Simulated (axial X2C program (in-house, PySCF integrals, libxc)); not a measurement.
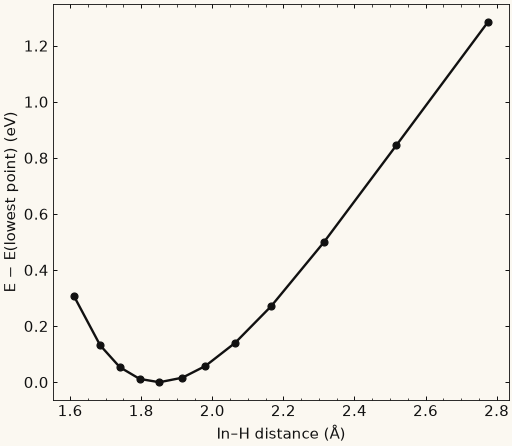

Energy at 12 bond lengths, for one set of occupations held fixed; the line joins the points. A polynomial of degree 6 through 9 points gives rₑ = 1.849 Å, ωₑ = 1462 cm⁻¹, ωₑxₑ = 23 cm⁻¹ and Bₑ = 4.937 cm⁻¹. The minimum lies 2.78 eV below In + H, each computed as one determinant at the same level.

**InH: relativistic diatomic calculation**

- system: InH, single determinant with Ω = 0.
- method: PBE0, two-component X2C with atomic mean-field Coulomb and Gaunt terms, In dyall-cv3z, H dyall-v3z (cores contracted) (axial X2C program (in-house, PySCF integrals, libxc))

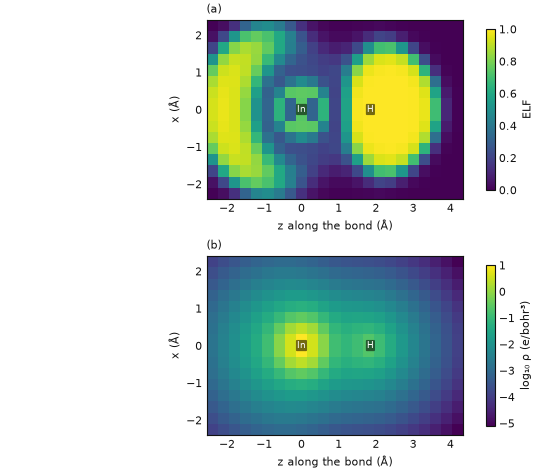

(a) electron localisation function; (b) electron density on a logarithmic scale, in a plane that holds the axis, at 1.85 Å, on points 0.3 Å apart (one half computed, the other mirrored); the structure near the nuclei is finer than these points.

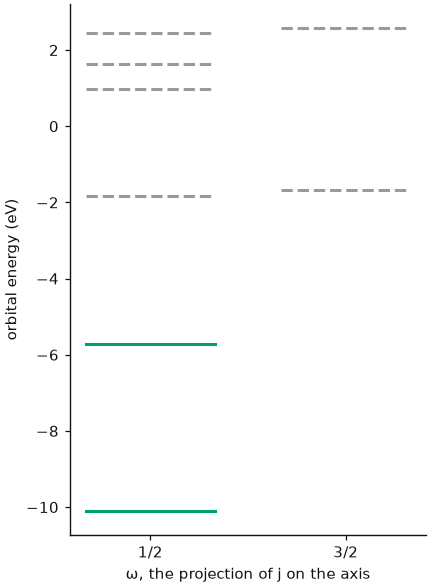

Orbital energies near the frontier at 1.85 Å, filled (solid) and empty (dashed); the Kramers partners at −ω are degenerate and not drawn. The highest filled spinor (1/2; 46 % In p, 27 % H s) lies at −5.71 eV, the lowest empty one (1/2; 98 % In p) at −1.84 eV.

Input and output of the run follow.

### Input
```
{"zs": [49, 1], "q": 0, "bas": ["dyall-cv3z", "dyall-v3z"], "levels": ["PBE0", "HF", "r2SCAN", "TPSSh", "BLYP"], "cc": true, "r0": 1.74, "thr": -2.0, "nmax": 140}
```

The line is the task of a batch: nuclear charges, charge, bases, the levels to run, a first guess of the distance and further settings. This report covers PBE0 with spin-orbit coupling. The log is that of the reference distance 1.851 Å, started from orbitals converged before.

Launched within a batch (the task file carries these settings):
```bash
python <driver script> task.json out
```

### Log
```
two-component X2C + atomic mean field  PBE0
basis functions 146  fitting functions 745  grid points 5071
iter        total energy     max residual
   1      -5878.790303997     4.98e-06
   2      -5878.790304000     5.08e-06
   3      -5878.790304001     1.06e-06
converged
one-electron -8115.78953845  Coulomb 2387.50961621  exact exchange -39.71224291  xc functional -121.53053475  nuclear repulsion 14.00847290  atomic mean-field constant -3.27607700
```

### The points of the curve

```
R (Å)   E (hartree)  dipole (D; origin at the first atom, positive when the second is positive)  highest filled (eV)  lowest empty (eV)
1.610  −5878.778985                                                                        0.31                −5.56              −1.79
1.684  −5878.785461                                                                       −0.02                −5.62              −1.79
1.740  −5878.788336                                                                       −0.28                −5.66              −1.81
1.796  −5878.789868                                                                       −0.53                −5.69              −1.82
1.851  −5878.790304                                                                       −0.79                −5.71              −1.84
1.916  −5878.789707                                                                       −1.10                −5.73              −1.86
1.981  −5878.788171                                                                       −1.40                −5.74              −1.88
2.064  −5878.785153                                                                       −1.79                −5.73              −1.92
2.166  −5878.780332                                                                       −2.26                −5.70              −1.97
2.314  −5878.771964                                                                       −2.92                −5.61              −2.05
2.517  −5878.759273                                                                       −3.80                −5.45              −2.18
2.776  −5878.743027                                                                       −4.83                −5.21              −2.34
```

### Results in brief

- outcome: converged
- bond length rₑ: 1.849 Å
- ωₑ: 1462 cm⁻¹
- energy at the minimum: −5878.79030 hartree
- depth below the fragments: 2.78 eV
- hardware: 2 CPU threads, shared host
- wall time: 7.2 s (CPU time 14 s)
